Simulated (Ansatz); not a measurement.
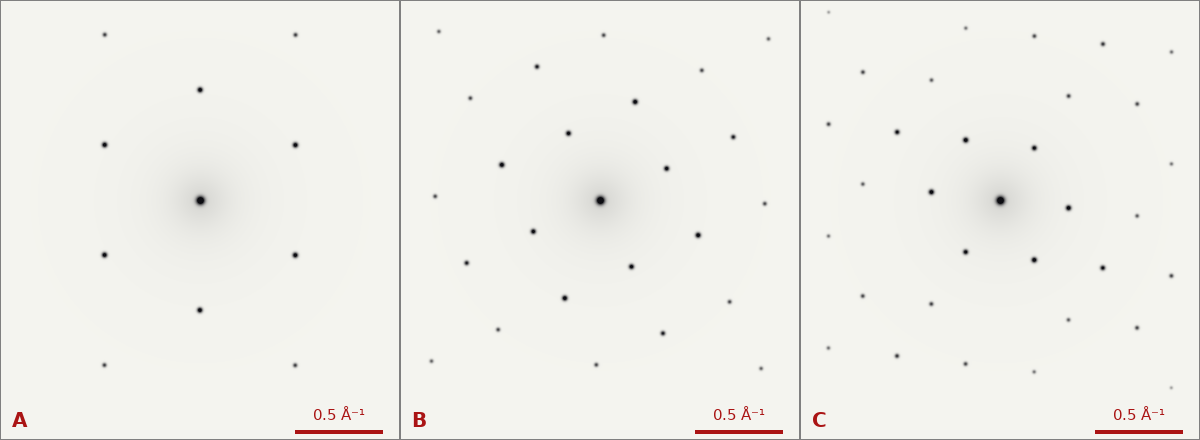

Kinematic electron diffraction patterns (200 kV, B = 0.5 Å², same scale, each along a low-index zone) of three structures of composition PtC, each relaxed at zero pressure with DFT PBE, scalar-relativistic, plane waves, PAW in Ansatz 0.2.0.

The structures (standard cells):
1. P6_3mc (No. 186), a = 3.224 Å, c = 5.846 Å (hexagonal axes), 4 atoms; generated start, possibly hypothetical
2. Fm-3m (No. 225), a = 4.466 Å, 8 atoms; generated start, possibly hypothetical
3. F-43m (No. 216), a = 4.718 Å, 8 atoms; generated start, possibly hypothetical

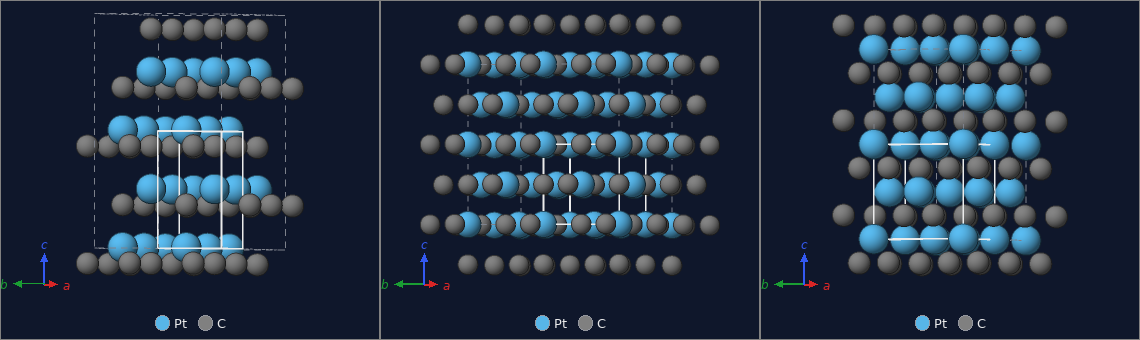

Drawings of the structures 1 to 3, from left to right (each may span several cells).

Q: Which pattern belongs to which structure, and along which zone?

A: A is structure 2 along [111] or an equivalent direction: hexagonal net of -2 2 0 at d = 1.58 Å and -2 0 2 at d = 1.58 Å, 60.0° apart. B is structure 3 along [001] or an equivalent direction: square net of 2 0 0 at d = 2.36 Å and 0 2 0 at d = 2.36 Å, 90.0° apart. C is structure 1 along [101] or an equivalent direction: centred rectangular net of 0 1 0 at d = 2.79 Å and 1 0 -1 at d = 2.52 Å, 63.2° apart (some points of this net are extinct or too weak to see).

Q: Which structure lies lowest at this level of theory, and by how much?

A: Structure 3 (F-43m, 13.13 Å³ an atom) is the lowest of these; structure 1 (P6_3mc, 13.15 Å³ an atom) lies about 48 meV an atom higher; structure 2 (Fm-3m, 11.14 Å³ an atom) lies about 580 meV an atom higher. These are static energies at 0 K; other structures, not shown, may lie lower still.
